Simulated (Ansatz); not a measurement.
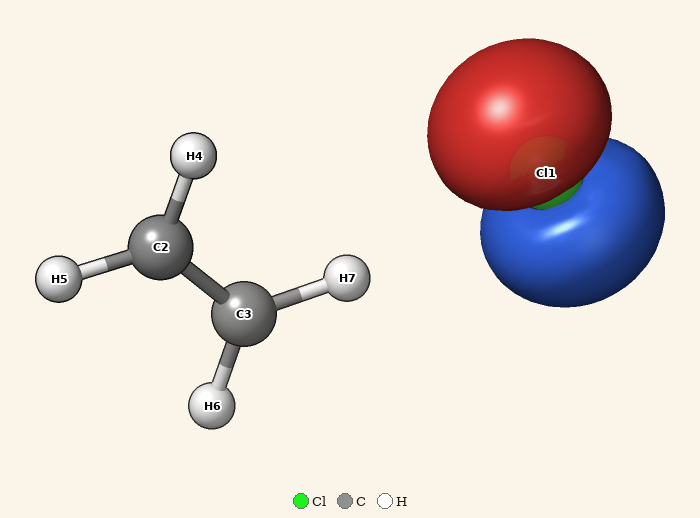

Figure 1: C₂H₄Cl (charge −1). The HOMO−1 at ±0.2 Å⁻³ᐟ² (red and blue are the two phases), seen at a tilt.

At this geometry the atoms fall into two loosely joined parts; the highest occupied orbital lies above zero, a sign that basis and functional describe the outermost electron poorly.

Computed with RKS PBE0/def2-SVP in Ansatz 0.2.0.

The calculation's input:

```
crystal:
  periodic: [false, false, false]
  atoms:
    - { symbol: Cl, position_ang: [-0.0064, -0.0235, -3.361] }
    - { symbol: C, position_ang: [-0.244, 0.429, 0.9978] }
    - { symbol: C, position_ang: [0.2458, -0.4234, 0.1215] }
    - { symbol: H, position_ang: [-0.8118, 1.2937, 0.687] }
    - { symbol: H, position_ang: [-0.1076, 0.3123, 2.0666] }
    - { symbol: H, position_ang: [0.8145, -1.291, 0.4318] }
    - { symbol: H, position_ang: [0.1094, -0.2971, -0.9436] }
total_charge: -1
basis:
  gaussian: { orbitals: def2-SVP }
hamiltonian:
  xc: pbe0
relax:
  f_tol: 0.02
  max_steps: 40
scf:
  lower_state_search: "off"
output:
  orbitals: {}
```

Launched as:

```sh
ansatz run input.yaml --threads 1 --pin off --max-ram 2048MiB --backend cpu --events-out ev --progress --plain --runs-dir out
```

The fields are those of the run's last geometry, not of the input's.

Describe this orbital and give its energy.

It lies mainly on Cl1 (about 100 %); it is symmetric in the molecular plane (an in-plane orbital: σ, lone-pair or in-plane π type); largely a lone pair of Cl1. Its energy is 0.17 eV.
